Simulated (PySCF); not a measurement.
## EPR calculation of C₃H₆ClO₂Si

The run: EPR calculation of C₃H₆ClO₂Si, multiplicity 2. Method and program: UKS B3LYP, pcH-1 on C Cl H O Si, non-relativistic, mean-field spin-orbit, GIAO (PySCF 2.14.0).

It belongs to a series of runs on one base structure; here: H removed from Si.

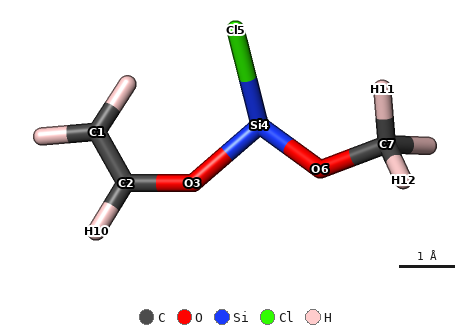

Figure 1. The structure as given in the input (stick view, seen at a tilt; atoms are numbered from 1 in the order of the input). Bond lengths as drawn: Cl–Si 2.04 Å, C–C 1.32 Å, C–H 1.07 to 1.09 Å, C–O 1.34 to 1.39 Å and O–Si 1.62 to 1.63 Å.

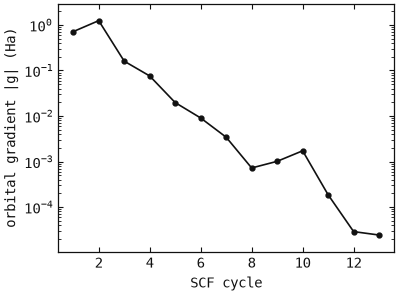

Figure 2. Convergence of the self-consistent field: orbital gradient |g| against the SCF cycle. All cycles printed in the log are drawn one after another.

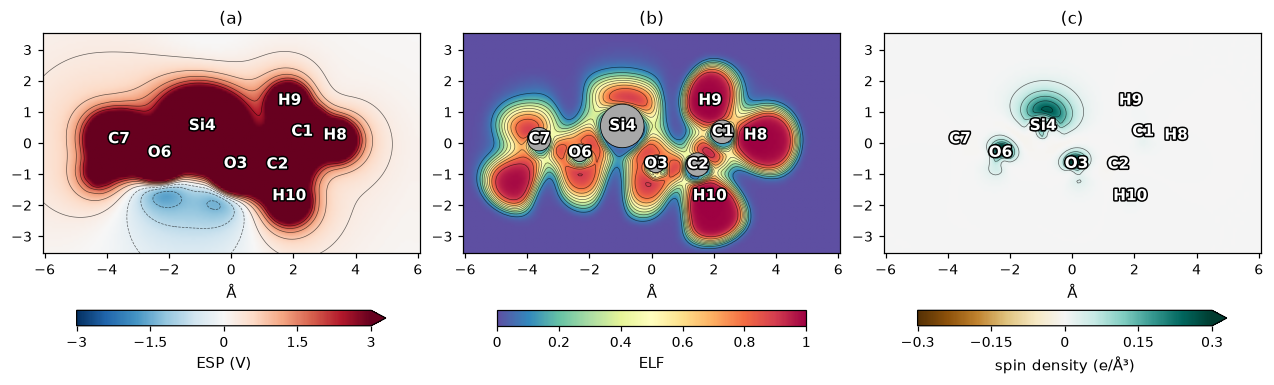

Figure 3. (a) molecular electrostatic potential; (b) electron localisation function; (c) spin density (α minus β) on the plane of atoms C2, C1 and H8. Grey discs, where drawn, cover atomic cores. The section cuts through C, O, Si and H sites. C–C (1.32 Å): the ELF peaks at about 0.95 between the atoms (a double or triple bond). C–O (1.34 Å): the ELF peaks at about 0.85 between the atoms (a polar covalent bond). Si–O (1.62 Å): the ELF peaks at about 0.85 between the atoms. C–H (1.07 Å): the ELF climbs to about 1 towards the hydrogen, as it does in any bond to H; a covalent bond by its length. The unpaired spin (1 electron) lies mostly on Si4 (about 0.6), Cl5 (about 0.1), O6 (about 0.1) and O3 (about 0.1), in electrons by Hirshfeld's partition.

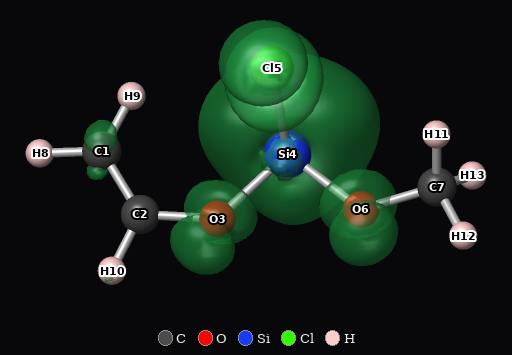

Figure 4. Isosurfaces of the spin density at +0.01 (green) and −0.01 e/Å³ (red), seen at a tilt. The unpaired spin (1 electron) lies mostly on Si4 (about 0.6), Cl5 (about 0.1), O6 (about 0.1) and O3 (about 0.1), in electrons by Hirshfeld's partition.

The input that produced these results follows, with the program's output.

### Input
```
{"job": {"kind": "epr", "basis": "pcH-1"}, "charge": 0, "multiplicity": 2}
C     -2.890062     0.516039    -0.577447
C     -2.240630    -0.381098     0.141342
O     -0.912314    -0.574715     0.154837
Si     0.308365     0.149871    -0.638743
Cl     0.531368     2.099013    -0.062642
O      1.542988    -0.738478    -0.080592
C      2.909376    -0.487733    -0.196885
H     -3.958159     0.599731    -0.519802
H     -2.368710     1.179311    -1.244892
H     -2.745662    -1.066349     0.811537
H      3.129781     0.575694    -0.079584
H      3.416842    -1.051390     0.586314
H      3.272429    -0.819410    -1.172419
```

The first line tells a small driver script what to run in PySCF; the rest is the geometry in Å.

Command:
```bash
OMP_NUM_THREADS=1 python <driver script> task.json out
```

### What the program printed
```
UKS, coarse grid
  cycle   1  E = -1017.96855089  |g| = 7.12e-01
  cycle   2  E = -1017.57305651  |g| = 1.24e+00
  cycle   3  E = -1018.13510505  |g| = 1.60e-01
  cycle   4  E = -1018.14408152  |g| = 7.57e-02
  cycle   5  E = -1018.14646132  |g| = 1.97e-02
  cycle   6  E = -1018.14662073  |g| = 9.04e-03
  cycle   7  E = -1018.14665395  |g| = 3.42e-03
  cycle   8  E = -1018.14665833  |g| = 7.22e-04
UKS, final grid
  cycle   1  E = -1018.14668176  |g| = 1.01e-03
  cycle   2  E = -1018.14668109  |g| = 1.72e-03
  cycle   3  E = -1018.14668214  |g| = 1.86e-04
  cycle   4  E = -1018.14668216  |g| = 2.89e-05
  cycle   5  E = -1018.14668216  |g| = 2.43e-05
E = -1018.14668216 Eh   <S^2> = 0.7515 (exact 0.7500)
g shifts (ppm)      1          2          3
  rmc          -220       -220       -220
  gc             57         40         62
  oz_so       -1527        -93        260
  total       -1690       -273        102
hyperfine (MHz)  atom isotope    a_iso     a_fc   dipolar eigenvalues
    0   13C      -0.02      -0.01     -1.74     -0.38      2.12
    1   13C      -3.51      -3.51     -1.46     -0.31      1.76
    2   17O     -33.40     -33.31    -30.51     14.78     15.73
    3  29Si   -1017.20   -1018.03   -117.28     58.47     58.81
    4  35Cl      48.23      47.75    -23.93    -23.17     47.10
    5   17O     -37.06     -36.92    -36.25     17.60     18.65
    6   13C      -2.49      -2.49     -1.03     -0.78      1.81
    7    1H       0.30       0.30     -1.42     -0.96      2.38
    8    1H       3.25       3.24     -3.80     -1.96      5.75
    9    1H      10.36      10.36     -1.75     -1.20      2.95
   10    1H      -0.15      -0.15     -2.42     -1.48      3.90
   11    1H       6.58       6.58     -1.85     -1.16      3.01
   12    1H       3.76       3.76     -2.61     -1.78      4.39
```

### Key numbers

| quantity | value |
| --- | --- |
| outcome | converged |
| total energy | −1018.146682 hartree |
| ⟨S²⟩ | 0.752 |
| isotropic g | 2.0017 |
| hardware | 1 CPU thread, shared host |
| wall time | 55 s |
| peak memory | 0.94 GiB |
